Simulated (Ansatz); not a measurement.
The reference is KBr in the rock salt structure (space group Fm-3m, No. 225; a = 6.608 Å).

Structures relaxed with DFT with r2SCAN, PAW potentials and a 500 eV plane-wave cutoff in Ansatz (a quantum-chemistry and plane-wave program), scalar-relativistic without spin-orbit coupling.

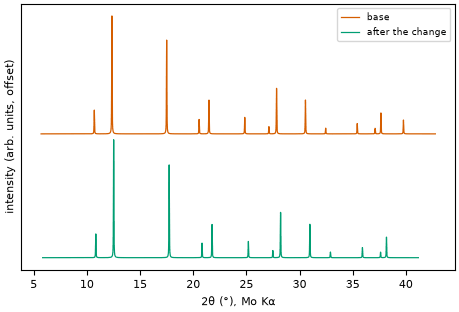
Figure: Simulated powder patterns before (top) and after one change

**Question.** Name the change that was made.
(A) pressure 0.7 GPa
(B) pressure 7.5 GPa
(C) pressure 5 GPa
(D) pressure 10 GPa

**Answer.** A, pressure 0.7 GPa. Its volume per atom is 34.66 Å³ against 36.07 Å³, and its space group is Fm-3m (No. 225).

Load acts through the strain it causes; cell and atoms are relaxed under it. Whether these cells are dynamically stable was not tested. Competing high-pressure phases were not computed.
